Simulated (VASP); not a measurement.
# A VASP study of KTi2 (vdW-DF-cx): structure first, properties next, part 3 of 4

Wanted: the relaxed cell of KTi2 and its properties. The cell is invented: other elements were put on sites of a known structure type. It may not be a known or stable phase.

VASP 6.6.1; vdW-DF-cx; plane waves and PAW (K_sv, Ti_sv); invented cell.

Still holding for the runs below: This run has no spin polarisation. Its electron count is odd, so without a moment it is a metal by construction. The k-mesh is coarse for a metal.

So far. Step 2 (Rough relaxation of the start cell): It ends with forces that vanish by symmetry and a pressure of 0.01 GPa. Step 3 (Relaxing cell and atoms (vdW-DF-cx)): It ends with forces that vanish by symmetry and a pressure of 0.01 GPa. The relaxed cell has a = 5.400, c = 2.686 Å (conventional setting).

## (4) Second relaxation

The basis stayed that of the start cell while the cell moved. A rerun from the cell reached resets it; the error of the finite cutoff stays.

File INCAR:

```
SYSTEM = KTi2
PREC = Accurate
ENCUT = 400
EDIFF = 1E-06
NELM = 100
ISMEAR = 0
SIGMA = 0.05
LREAL = .FALSE.
ALGO = Normal
GGA = CX
AGGAC = 0
LUSE_VDW = .TRUE.
LASPH = .TRUE.
NBANDS = 22
LORBIT = 11
LWAVE = .FALSE.
LCHARG = .FALSE.
IBRION = 2
NSW = 60
ISIF = 3
EDIFFG = -0.01
```

File POSCAR:

```
KTi2
1.0
    5.4004870866      0.0000000023      0.0000000000
   -2.7002435346      4.6769589962      0.0000000000
    0.0000000000      0.0000000000      2.6863559727
K Ti
1 2
Direct
    0.0000000000      0.0000000000      0.0000000000
    0.3333333300      0.6666666700      0.5000000000
    0.6666666700      0.3333333300      0.5000000000
```

File KPOINTS:

```
Automatic mesh
0
Gamma
6 6 10
0 0 0
```

The projector-augmented-wave data sets are K_sv and Ti_sv (PBE family, release 64).

Launch:

```
> mpirun -np 1 vasp_std
```

Log:

```text
[... set-up lines as in an earlier step ...]
 entering main loop
       N       E                     dE             d eps       ncg     rms          rms(c)
DAV:   1     0.355110864595E+03    0.35511E+03   -0.14777E+04  1848   0.141E+03
DAV:   2     0.312807877963E+02   -0.32383E+03   -0.31704E+03  1920   0.453E+02
DAV:   3    -0.421841383160E+01   -0.35499E+02   -0.34112E+02  3536   0.127E+02
DAV:   4    -0.737880643452E+01   -0.31604E+01   -0.31115E+01  2642   0.311E+01
DAV:   5    -0.755153625517E+01   -0.17273E+00   -0.17256E+00  2874   0.643E+00    0.146E+01
DAV:   6    -0.550253900789E+01    0.20490E+01   -0.12436E+01  2444   0.291E+01    0.383E+00
DAV:   7    -0.543950507447E+01    0.63034E-01   -0.75031E-01  2588   0.659E+00    0.347E+00
DAV:   8    -0.542415822094E+01    0.15347E-01   -0.20366E-01  2640   0.279E+00    0.131E+00
DAV:   9    -0.542480510785E+01   -0.64689E-03   -0.13510E-02  2854   0.919E-01    0.299E-01
DAV:  10    -0.542519562990E+01   -0.39052E-03   -0.10239E-03  2554   0.236E-01    0.101E-01
DAV:  11    -0.542525191048E+01   -0.56281E-04   -0.19663E-04  2926   0.929E-02    0.250E-02
DAV:  12    -0.542525907024E+01   -0.71598E-05   -0.29057E-05  2670   0.432E-02    0.752E-03
DAV:  13    -0.542525902006E+01    0.50184E-07   -0.36461E-06  2164   0.155E-02
   1 F= -.54252590E+01 E0= -.54221360E+01  d E =-.542526E+01
 curvature:   0.00 expect dE= 0.000E+00 dE for cont linesearch  0.000E+00
 trial: gam= 0.00000 g(F)=  0.197E-41 g(S)=  0.174E-04 ort = 0.000E+00 (trialstep = 0.100E+01)
 search vector abs. value=  0.174E-04
 bond charge predicted
       N       E                     dE             d eps       ncg     rms          rms(c)
DAV:   1    -0.542539320063E+01   -0.13413E-03   -0.45698E-03  2164   0.768E-01    0.835E-02
DAV:   2    -0.542528347097E+01    0.10973E-03   -0.47897E-04  2372   0.202E-01    0.354E-02
DAV:   3    -0.542526074462E+01    0.22726E-04   -0.66391E-05  2954   0.554E-02    0.118E-02
DAV:   4    -0.542526174573E+01   -0.10011E-05   -0.76664E-06  2504   0.151E-02    0.737E-03
DAV:   5    -0.542526362496E+01   -0.18792E-05   -0.40705E-06  2590   0.961E-03    0.411E-03
DAV:   6    -0.542526363084E+01   -0.58731E-08   -0.16391E-07  1380   0.304E-03
   2 F= -.54252636E+01 E0= -.54221443E+01  d E =-.461078E-05
 trial-energy change:   -0.000005  1 .order   -0.000009   -0.000017   -0.000000
 step:   1.0201(harm=  1.0201)  dis= 0.00000  next Energy=    -5.425268 (dE=-0.889E-05)
 reached required accuracy - stopping structural energy minimisation
```

Wall time 2.1 min (1 MPI rank of AMD EPYC 7R43, shared host); peak memory 0.32 GiB.

From OUTCAR (step 4):

```text
  LATTYP: Found a hexagonal cell.
 ALAT       =     5.4004870866
 C/A-ratio  =     0.4974284596

The static configuration has the point symmetry D_6h.

 Found     42 irreducible k-points:

   ENCUT  =  400.0 eV  29.40 Ry    5.42 a.u.   8.81  8.81  4.38*2*pi/ulx,y,z

   NELECT =      33.0000    total number of electrons

 E-fermi :   4.7982

 k-point     1 :       0.0000    0.0000    0.0000
  band No.  band energies     occupation
    ...
     13       0.2357      2.00000
     14       3.7930      2.00000
     15       3.9156      2.00000
     16       4.3496      2.00000
     17       4.3496      2.00000
     18       4.8788      0.02258
     19       4.8788      0.02258
     20       6.8557      0.00000
     21       6.8557      0.00000
     22       7.2649      0.00000

 k-point     2 :       0.1667   -0.0000    0.0000
  band No.  band energies     occupation
    ...
     14       3.4639      2.00000
     15       3.9438      2.00000
     16       4.3129      2.00000
     17       4.3339      2.00000
     18       4.7418      1.88929
     19       5.0659      0.00000
     20       6.6828      0.00000
     21       6.7832      0.00000
     22       7.2468      0.00000

Total vdW correction in eV:      5.7975976

  Total        0.0115226      0.0115226      0.0013807      0.0000000      0.0000000     -0.0000000
  in kB        0.2721999      0.2721999      0.0326162      0.0000000      0.0000000     -0.0000000
  external PRESSURE =       0.1923386 kB  Pullay stress =       0.0000000 kB

  energy-cutoff  :      400.00
  volume of cell :       67.82
      direct lattice vectors                 reciprocal lattice vectors
     5.400737438  0.000000002  0.000000000     0.185159899  0.106902118 -0.000000000
    -2.700368711  4.677175807  0.000000000    -0.000000000  0.213804236  0.000000000
     0.000000000 -0.000000000  2.684945013     0.000000000 -0.000000000  0.372447106

 POSITION                                       TOTAL-FORCE (eV/Angst)
 -----------------------------------------------------------------------------------
      0.00000      0.00000      0.00000        -0.000000      0.000000      0.000000
     -0.00000      3.11812      1.34247        -0.000000      0.000000      0.000000
      2.70037      1.55906      1.34247         0.000000     -0.000000     -0.000000
 -----------------------------------------------------------------------------------
    total drift:                               -0.000000      0.000000      0.000000

  FREE ENERGIE OF THE ION-ELECTRON SYSTEM (eV)
  ---------------------------------------------------
  free  energy   TOTEN  =        -5.4252636308 eV

  energy  without entropy=       -5.4190249083  energy(sigma->0) =       -5.42214427

Total vdW correction in eV:      5.7975421

 total charge
# of ion       s       p       d       tot
------------------------------------------
    1        2.007   5.551   0.098   7.656
    2        2.236   6.043   1.900  10.178
    3        2.236   6.043   1.900  10.178
--------------------------------------------------
tot          6.478  17.636   3.897  28.012

[... 5 parts as in an earlier step ...]

[... 6 further parts left out ...]
```

CONTCAR:

```
KTi2
   1.00000000000000
     5.4007374384890863    0.0000000023006790    0.0000000000000000
    -2.7003687105436445    4.6771758072937626    0.0000000000000000
     0.0000000000000000   -0.0000000000000000    2.6849450126968324
  K               Ti
     1     2
Direct
     0.0000000000000000    0.0000000000000000    0.0000000000000000
     0.3333333300000021    0.6666666699999979    0.5000000000000000
     0.6666666699999979    0.3333333300000021    0.5000000000000000
```

Little changed from the start: no atom moved by 0.005 Å and no cell edge by 0.1 %.

Numbers from this step:

```yaml
free_energy_toten: -5.425 eV
energy_at_zero_smearing: -5.422 eV
fermi_energy: 4.798 eV
pressure: 0.01923 GPa
scf_cycles_over_all_ionic_steps: 19
```

It ends with forces that vanish by symmetry and a pressure of 0.02 GPa. The volume moved by only 0.04 %, so the volume is settled.

## (5) Single point with fields (vdW-DF-cx)

The relaxed cell gets a fresh self-consistent run, on a basis set for its own volume, to fix the density and to check the remaining stress.

INCAR: that of step 4 with these lines changed.

```diff
@@ -16,6 +16,5 @@
 LWAVE = .FALSE.
-LCHARG = .FALSE.
-IBRION = 2
-NSW = 60
-ISIF = 3
-EDIFFG = -0.01
+LCHARG = .TRUE.
+ISIF = 2
+LELF = .TRUE.
+LVHAR = .TRUE.
```

File POSCAR:

```
KTi2
1.0
    5.4007374385      0.0000000023      0.0000000000
   -2.7003687105      4.6771758073      0.0000000000
    0.0000000000      0.0000000000      2.6849450127
K Ti
1 2
Direct
    0.0000000000      0.0000000000      0.0000000000
    0.3333333300      0.6666666700      0.5000000000
    0.6666666700      0.3333333300      0.5000000000
```

KPOINTS is that of step 4.

Launch:

```
> mpirun -np 1 vasp_std
```

Log:

```text
[... set-up lines as in an earlier step ...]
 entering main loop
       N       E                     dE             d eps       ncg     rms          rms(c)
DAV:   1     0.351826834949E+03    0.35183E+03   -0.14775E+04  1864   0.141E+03
DAV:   2     0.305628311377E+02   -0.32126E+03   -0.31416E+03  1932   0.449E+02
DAV:   3    -0.415594119103E+01   -0.34719E+02   -0.33187E+02  3534   0.126E+02
DAV:   4    -0.735102089994E+01   -0.31951E+01   -0.31560E+01  2596   0.312E+01
DAV:   5    -0.754931830091E+01   -0.19830E+00   -0.19822E+00  2834   0.684E+00    0.146E+01
DAV:   6    -0.550461804592E+01    0.20447E+01   -0.12343E+01  2434   0.291E+01    0.381E+00
DAV:   7    -0.543952546439E+01    0.65093E-01   -0.74015E-01  2630   0.657E+00    0.349E+00
DAV:   8    -0.542397614268E+01    0.15549E-01   -0.20189E-01  2650   0.279E+00    0.132E+00
DAV:   9    -0.542468988884E+01   -0.71375E-03   -0.13399E-02  2872   0.937E-01    0.305E-01
DAV:  10    -0.542509554752E+01   -0.40566E-03   -0.10918E-03  2554   0.246E-01    0.100E-01
DAV:  11    -0.542514976609E+01   -0.54219E-04   -0.19589E-04  2876   0.936E-02    0.252E-02
DAV:  12    -0.542515668877E+01   -0.69227E-05   -0.25705E-05  2742   0.408E-02    0.697E-03
DAV:  13    -0.542515686491E+01   -0.17614E-06   -0.27634E-06  2088   0.138E-02
   1 F= -.54251569E+01 E0= -.54220387E+01  d E =-.623641E-02
```

Wall time 80 s (1 MPI rank); peak memory 0.32 GiB.

OUTCAR, selected parts (step 5):

```text
   NELECT =      33.0000    total number of electrons

 E-fermi :   4.7984

 k-point     1 :       0.0000    0.0000    0.0000
  band No.  band energies     occupation
    ...
     13       0.2356      2.00000
     14       3.7931      2.00000
     15       3.9158      2.00000
     16       4.3497      2.00000
     17       4.3497      2.00000
     18       4.8790      0.02257
     19       4.8790      0.02257
     20       6.8559      0.00000
     21       6.8559      0.00000
     22       7.2652      0.00000

Total vdW correction in eV:      5.7975200

  Total        0.0050266      0.0050266     -0.0043011      0.0000000      0.0000000      0.0000000
  in kB        0.1187444      0.1187444     -0.1016050      0.0000000      0.0000000      0.0000000
  external PRESSURE =       0.0452946 kB  Pullay stress =       0.0000000 kB

 POSITION                                       TOTAL-FORCE (eV/Angst)
 -----------------------------------------------------------------------------------
      0.00000      0.00000      0.00000        -0.000000      0.000000      0.000000
     -0.00000      3.11812      1.34247        -0.000000     -0.000000      0.000000
      2.70037      1.55906      1.34247         0.000000      0.000000     -0.000000
 -----------------------------------------------------------------------------------
    total drift:                               -0.000000      0.000000      0.000000

  FREE ENERGIE OF THE ION-ELECTRON SYSTEM (eV)
  ---------------------------------------------------
  free  energy   TOTEN  =        -5.4251568649 eV

  energy  without entropy=       -5.4189204547  energy(sigma->0) =       -5.42203866

Total vdW correction in eV:      5.7975385

[... 6 parts as in an earlier step ...]

[... 11 further parts left out ...]
```

This step gave:

```
SCF cycles : 13
pressure   : 0.004529 GPa
```

Valence electrons inside each PAW sphere by angular momentum. Sphere charges, by row:

```csv
atom,s (e),p (e),d (e),tot (e)
K1,2.007,5.551,0.098,7.656
Ti2,2.236,6.043,1.9,10.18
Ti3,2.236,6.043,1.9,10.18
```

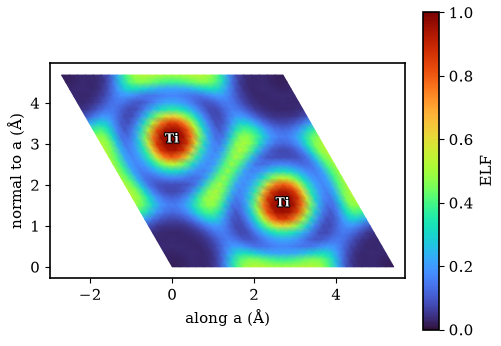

ELF in the ab plane at fractional z = 0.500, with atoms of Ti within 0.2 Å of it. It is the smooth field of the valence electrons, not physical close to the nuclei.

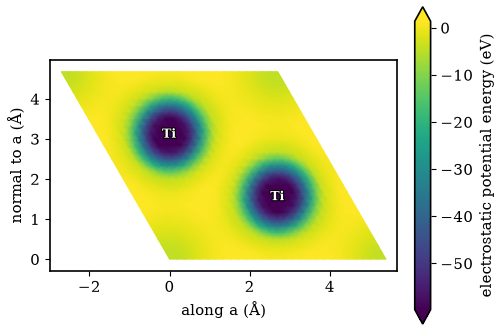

Electrostatic potential energy in the ab plane at fractional z = 0.500, with atoms of Ti within 0.2 Å of it. With pseudopotentials it is smooth inside the atoms' cores, unlike the true potential.

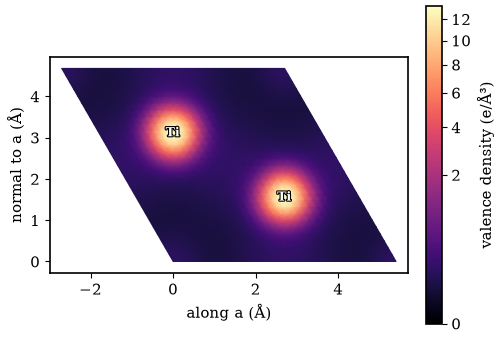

Valence density in the ab plane at fractional z = 0.500, with atoms of Ti within 0.2 Å of it. It is the smooth field of the valence electrons, not physical close to the nuclei. The colour scale is stretched toward low values.

In this run the pressure is 0.00 GPa, small enough to go on.

## (6) Bands along the symmetry lines (vdW-DF-cx)

Levels along the symmetry lines show where the bands peak and cross; KPOINTS_OPT computes them in the converged potential.

INCAR: that of step 5 with these lines changed.

```diff
@@ -13,8 +13,5 @@
 LASPH = .TRUE.
-NBANDS = 22
+NBANDS = 29
 LORBIT = 11
 LWAVE = .FALSE.
-LCHARG = .TRUE.
-ISIF = 2
-LELF = .TRUE.
-LVHAR = .TRUE.
+LCHARG = .FALSE.
```

POSCAR is that of step 5.

KPOINTS is that of step 5.

File KPOINTS_OPT:

```
Line mode
16
Line-mode
Reciprocal
  0.00000000   0.00000000   0.00000000 GAMMA
  0.50000000   0.00000000   0.00000000 M

  0.50000000   0.00000000   0.00000000 M
  0.33333333   0.33333333   0.00000000 K

  0.33333333   0.33333333   0.00000000 K
  0.00000000   0.00000000   0.00000000 GAMMA

  0.00000000   0.00000000   0.00000000 GAMMA
  0.00000000   0.00000000   0.50000000 A

  0.00000000   0.00000000   0.50000000 A
  0.50000000   0.00000000   0.50000000 L

  0.50000000   0.00000000   0.50000000 L
  0.33333333   0.33333333   0.50000000 H

  0.33333333   0.33333333   0.50000000 H
  0.00000000   0.00000000   0.50000000 A

  0.50000000   0.00000000   0.50000000 L
  0.50000000   0.00000000   0.00000000 M

  0.33333333   0.33333333   0.00000000 K
  0.33333333   0.33333333   0.50000000 H
```

Launch:

```
> mpirun -np 1 vasp_std
```

Log:

```text
[... set-up lines as in an earlier step ...]
 entering main loop
       N       E                     dE             d eps       ncg     rms          rms(c)
DAV:   1     0.369219244568E+03    0.36922E+03   -0.13733E+04  2436   0.106E+03
DAV:   2     0.307576679528E+02   -0.33846E+03   -0.32512E+03  2501   0.369E+02
DAV:   3    -0.466677211690E+01   -0.35424E+02   -0.33981E+02  4176   0.103E+02
DAV:   4    -0.739640650984E+01   -0.27296E+01   -0.26617E+01  3245   0.243E+01
DAV:   5    -0.755108671187E+01   -0.15468E+00   -0.15453E+00  3442   0.485E+00    0.147E+01
DAV:   6    -0.551394930022E+01    0.20371E+01   -0.65256E+00  2788   0.221E+01    0.377E+00
DAV:   7    -0.544231372760E+01    0.71636E-01   -0.57056E-01  3140   0.528E+00    0.356E+00
DAV:   8    -0.542410227615E+01    0.18211E-01   -0.14021E-01  2931   0.222E+00    0.125E+00
DAV:   9    -0.542514186738E+01   -0.10396E-02   -0.16389E-02  3619   0.994E-01    0.321E-01
DAV:  10    -0.542510771548E+01    0.34152E-04   -0.16727E-03  3495   0.298E-01    0.952E-02
DAV:  11    -0.542515693017E+01   -0.49215E-04   -0.21789E-04  3140   0.105E-01    0.224E-02
DAV:  12    -0.542515614056E+01    0.78961E-06   -0.52298E-05  3021   0.560E-02    0.962E-03
DAV:  13    -0.542515698990E+01   -0.84934E-06   -0.71658E-06  3089   0.168E-02
   1 F= -.54251570E+01 E0= -.54220389E+01  d E =-.623621E-02
 Start KPOINTS_OPT (optional k-point list driver)
k-point batch [1-42\144]
       N       E                     dE             ncg
DAV:   1    -0.990160880487E+04   -0.24864E+05     2436
DAV:   2    -0.245472920222E+05   -0.14646E+05     2506
DAV:   3    -0.262324231411E+05   -0.16851E+04     4548
DAV:   4    -0.263335680278E+05   -0.10114E+03     2989
DAV:   5    -0.263388180114E+05   -0.52500E+01     3446
DAV:   6    -0.263388683832E+05   -0.50372E-01     3015
DAV:   7    -0.263388709855E+05   -0.26023E-02     3621
DAV:   8    -0.263388710104E+05   -0.24913E-04     2746
DAV:   9    -0.263388710111E+05   -0.62676E-06     1776
[...]
k-point batch [127-144\144]
       N       E                     dE             ncg
DAV:   1     0.207460880870E+05   -0.19101E+05     1052
DAV:   2     0.146860337135E+05   -0.60601E+04     1082
DAV:   3     0.140403574003E+05   -0.64568E+03     1809
DAV:   4     0.139885912822E+05   -0.51766E+02     1374
DAV:   5     0.139855208476E+05   -0.30704E+01     1426
DAV:   6     0.139854849946E+05   -0.35853E-01     1355
DAV:   7     0.139854841021E+05   -0.89254E-03     1452
DAV:   8     0.139854840870E+05   -0.15053E-04     1336
DAV:   9     0.139854840867E+05   -0.28611E-06      788
```

It took 3.5 min on 1 MPI rank; peak memory 0.32 GiB.

Parts of OUTCAR (step 6):

```text
   k-points           NKPTS =     42   k-points in BZ     NKDIM =     42   number of bands    NBANDS=     29

   NELECT =      33.0000    total number of electrons

 E-fermi :   4.7983

 k-point     1 :       0.0000    0.0000    0.0000
  band No.  band energies     occupation
    ...
     13       0.2356      2.00000
     14       3.7931      2.00000
     15       3.9157      2.00000
     16       4.3497      2.00000
     17       4.3497      2.00000
     18       4.8789      0.02258
     19       4.8789      0.02258
     20       6.8558      0.00000
     21       6.8558      0.00000
     22       7.2651      0.00000
    ...

Total vdW correction in eV:      5.7975256

  Total        0.0067738      0.0067738     -0.0003106      0.0000000     -0.0000000      0.0000000
  in kB        0.1600181      0.1600181     -0.0073374      0.0000000     -0.0000000      0.0000000
  external PRESSURE =       0.1042329 kB  Pullay stress =       0.0000000 kB

 POSITION                                       TOTAL-FORCE (eV/Angst)
 -----------------------------------------------------------------------------------
      0.00000      0.00000      0.00000         0.000000      0.000000      0.000000
     -0.00000      3.11812      1.34247        -0.000000      0.000000      0.000000
      2.70037      1.55906      1.34247         0.000000     -0.000000      0.000000
 -----------------------------------------------------------------------------------
    total drift:                               -0.000000      0.000000      0.000000

  FREE ENERGIE OF THE ION-ELECTRON SYSTEM (eV)
  ---------------------------------------------------
  free  energy   TOTEN  =        -5.4251569899 eV

  energy  without entropy=       -5.4189207760  energy(sigma->0) =       -5.42203888

Total vdW correction in eV:      5.7975340

[... 8 parts as in an earlier step ...]

[... 8 further parts left out ...]
```

Numbers from this step:

```
bands    : 29
pressure : 0.01042 GPa
```

Electronic bands along the path, in eV, zero at the Fermi level; # counts the bands kept, so #1 is VASP's band 13:

```csv
point,#1,#2,#3,#4,#5,#6,#7,#8
Γ,-4.56,-1.01,-0.88,-0.45,-0.45,0.08,0.08,2.06
M,-2.97,-2.61,-1.06,-0.57,-0.53,-0.39,0.94,1.20
K,-2.68,-2.68,-1.17,-0.54,-0.54,-0.36,0.84,0.84
Γ,-4.56,-1.01,-0.88,-0.45,-0.45,0.08,0.08,2.06
A,-1.16,-1.16,-0.43,0.34,0.34,0.44,0.44,0.54
L,-1.22,-1.11,-0.46,-0.24,0.38,0.47,0.55,1.97
H,-1.47,-0.59,-0.59,0.12,0.12,0.39,0.77,1.29
A,-1.16,-1.16,-0.43,0.34,0.34,0.44,0.44,0.54
jump to L,-1.22,-1.11,-0.46,-0.24,0.38,0.47,0.55,1.97
M,-2.97,-2.61,-1.06,-0.57,-0.53,-0.39,0.94,1.20
jump to K,-2.68,-2.68,-1.17,-0.54,-0.54,-0.36,0.84,0.84
H,-1.47,-0.59,-0.59,0.12,0.12,0.39,0.77,1.29
```

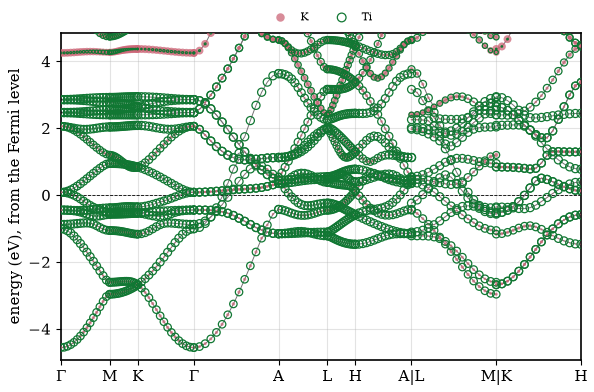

Electronic bands along the path; dots are coloured as in the legend, and their area grows with the weight.

There is no gap at this level.

Of the bands kept, 3 cross the Fermi level on this path.

(Part 3 of 4 ends here.)

[Lines on the potential files, build, host, timing and source positions are cut from VASP's logs without a mark.]

[Logs are printed without paths, hosts, clocks, repeated set-up lines and the standing remarks that a program may print on its own settings, such as how far it seeks lower states.]

[Hosts, paths, dates, database ids (printed as entryN), source tags and the programs' standing remarks are cut or masked in the printed files.]

[A measured line is paired with the nearest computed mode of its activity, which favours agreement.]
